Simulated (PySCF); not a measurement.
# Run report: C2H5NO, excited-state calculation

C2H5NO, SMILES CNC=O, computed with CIS/cc-pV(D+d)Z, RHF (PySCF 2.14.0).

The geometry comes from this level: PBE0-D4/def2-TZVP.

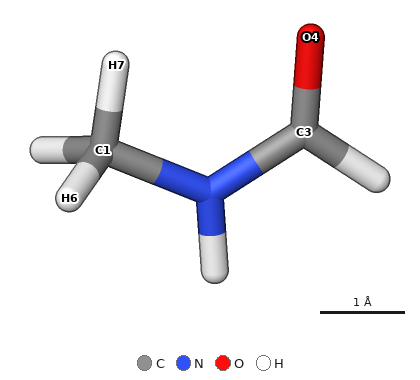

Figure 1. The structure as given in the input (stick view, seen at a tilt; atoms are numbered from 1 in the order of the input). Bond lengths as drawn: C–H 1.09 to 1.11 Å, C–N 1.35 to 1.44 Å, C–O 1.21 Å and H–N 1.01 Å.

**Input (input.py)**
```python
# CNC=O
from pyscf import gto, scf, tdscf

mol = gto.M(
    atom='''
C     -0.604712     1.126088    -1.667494
N     -0.640050    -0.764394     0.291585
C      1.242117    -1.033491     1.994039
O      3.138646     0.237728     2.085691
H     -0.683703     0.263428    -3.542103
H     -2.183579     2.443038    -1.469829
H      1.158591     2.171106    -1.488915
H     -2.122540    -1.944339     0.422921
H      0.862660    -2.586468     3.341603
''',
    max_memory=1860,
    basis='cc-pv(d+d)z',
    verbose=3,
    unit='bohr',
)

mf = scf.RHF(mol)
mf.conv_tol = 1e-10
mf.kernel()
if not mf.converged:
    mf = mf.newton().run(mf.mo_coeff, mf.mo_occ)

e_tot = mf.e_tot
print(f'total energy: {e_tot:.8f} hartree')

td = tdscf.TDA(mf)
td.nstates = 3
td.kernel()
td.analyze()
roots = td.e * 27.211386
osc = td.oscillator_strength()
print('state   eV      nm      f')
for i, (w, f) in enumerate(zip(roots, osc), 1):
    print('%3d %9.4f %8.1f %9.5f' % (i, w, 1239.842 / w, f))
```

Launch command:
```bash
OMP_NUM_THREADS=1 python input.py
```

**Log**
```
converged SCF energy = -207.979799192079
total energy: -207.97979919 hartree
Excitation energies (eV)
[6.73824333 8.39606768 8.94995591]

** Singlet excitation energies and oscillator strengths **
state   eV      nm      f
  1    6.7382    184.0   0.00227
  2    8.3961    147.7   0.00001
  3    8.9500    138.5   0.30469
```

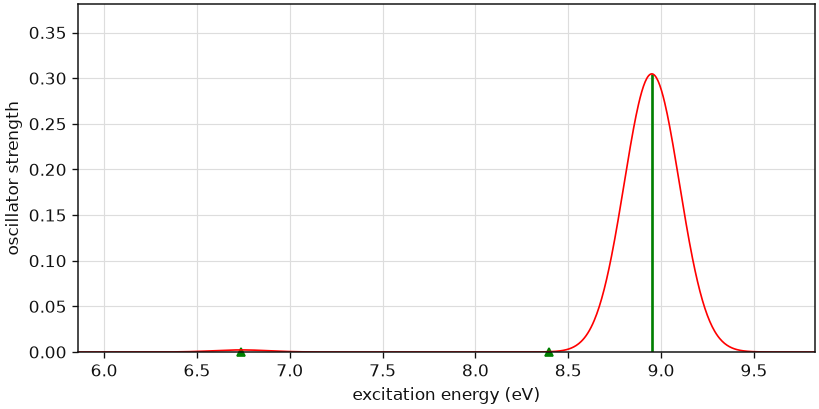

Figure 2. Computed excitations as sticks (degenerate states added up, dark ones marked on the axis), with a Gaussian envelope of 0.35 eV full width at half maximum, scaled to the tallest. Of the 3 states the lowest lies at 6.74 eV (f = 0.002); the strongest line is at 8.95 eV, or 139 nm (f = 0.305).

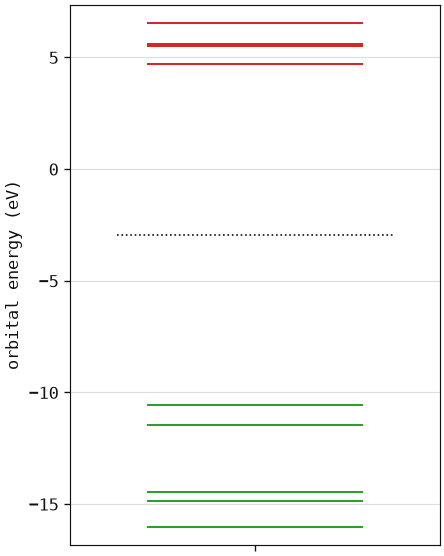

Figure 3. Orbital energies near the frontier (SCF reference); the dotted line parts filled from empty levels, and levels within 0.02 eV of each other stand side by side. Highest filled −10.57 eV, lowest empty 4.69 eV, 15.26 eV apart.

**Results in brief**

| quantity | value |
| --- | --- |
| outcome | converged |
| total energy | −207.979799 hartree |
| basis functions | 81 |
| HOMO of the SCF reference | −10.57 eV |
| LUMO of the SCF reference | 4.69 eV |
| lowest excitation | 6.74 eV |
| hardware | 1 thread of Arm Neoverse V1, 24 GiB of memory available, shared host |
| wall time | 8.1 s |
| peak memory | 0.17 GiB |
